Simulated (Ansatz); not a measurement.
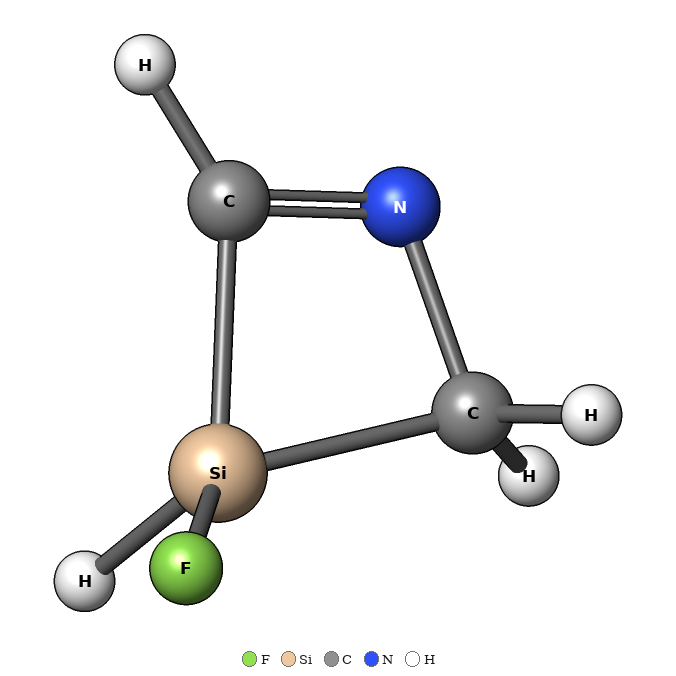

Harmonic vibrations computed with RKS PBE0-D4/def2-TZVP (Ansatz 0.2.0) at a stationary point of the same level.

### How many imaginary frequencies does it have?

A minimum: no imaginary frequency, and the lowest mode lies at 145 cm⁻¹.

### How many vibrational modes are there, and where do they lie?

21 modes: 145, 232, 374, 504, 654, 748, 772, 830, 836, 904, 920, 975, 1140, 1187, 1281, 1441, 1608, 2219, 3086, 3137, 3155 cm⁻¹.
